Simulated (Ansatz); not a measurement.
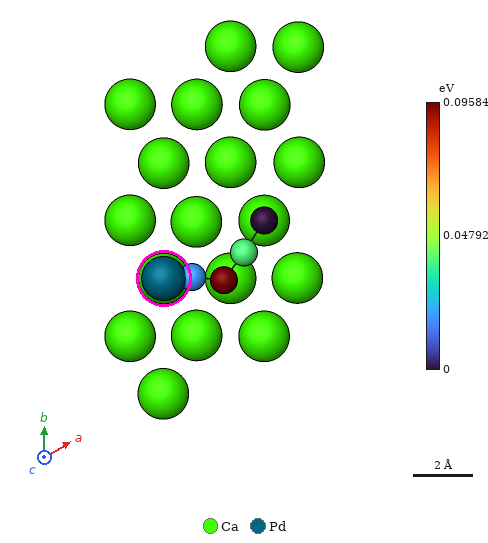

A nudged-elastic-band calculation for Pd on Ca(111) (19 atoms in the cell). Images are numbered from 0 (start) to 4 (end). The start is drawn whole; smaller spheres mark the moving atoms (Pd) in the later images, joined by lines and coloured by the energy of the image relative to the start. Style: spheres-only. Shown: the simulation cell, with the vacuum cut short (origin moved), along the c axis. The moving atom is ringed, with any periodic copies.

Level of theory: DFT PBE-D3(BJ), scalar-relativistic, plane waves, PAW (Ansatz). Run with plane-wave cutoff 420 eV; k-point mesh 3 × 2 × 1; Fermi-Dirac smearing 0.1 eV; 6 atoms held fixed; 3 movable images; climbing image; force threshold 0.05 eV/Å; iteration limit 47; starting path by straight interpolation.

> What moves, how far, and at what cost in energy?

The adsorbate starts on a hollow site and hops by a lattice vector of the surface; other mechanisms, such as exchange with a surface atom, weren't searched. The Pd atom travels furthest, 3.95 Å from end to end, on a path that bends up to 1.08 Å away from the straight line. At the highest image its nearest neighbour (Ca) is 2.70 Å away, against 2.74 Å at the start, and the surrounding atoms stand up to 0.18 Å off the mean of their end positions. The barrier is about 0.096 eV in both directions, with image 2 at the top; the ends have the same energy. The band converged in 12 iterations. The largest component of the band force went from 6.3 to 0.048 eV/Å. The climbing image converged on the top of the path. A check of its curvatures didn't confirm a first-order saddle.

Limits of the set-up: the periodic images lie only 7.9 Å apart, so the values are limited by the cell's size.
